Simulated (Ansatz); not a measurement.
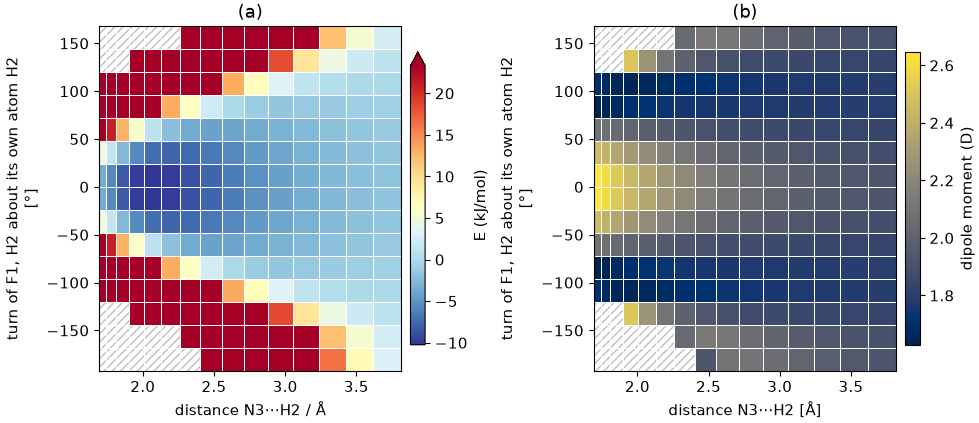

The pair FH···N₂. The turn is about an axis along (0.73, 0.69, 0.02) in the frame of the relaxed pair, normal to the line between the partners. Coordinates scanned: (1) distance N3···H2; (2) turn of F1, H2 about its own atom H2. The scan uses a 15 × 15 grid; 199 points were computed and 1 follow by symmetry. At 25 points there is no value (left out of the scan, as a rule where atoms come close). Points are written as (first, second). All energies are given in kJ/mol relative to the two partners far apart, frozen as in the relaxed pair, each in its own basis (no counterpoise correction). The calculation used Ansatz 0.2.0, RKS B3LYP-D4/def2-TZVPD.

Panel (a) is the energy; panel (b) is the computed dipole moment, in D.

Drawn: one coloured cell a grid point, one colour for all values above the top of the scale, hatched blanks where no value was computed.

Question: How does the dipole moment vary over the map, and what is it at the lowest grid point?

Answer: Leaving out the highest fifth of the energies, it runs from 1.68 D at (1.849 Å, −84°) to 2.65 D at (1.718 Å, 12°). At the lowest grid point, (2.064 Å, 12°), it is 2.36 D.
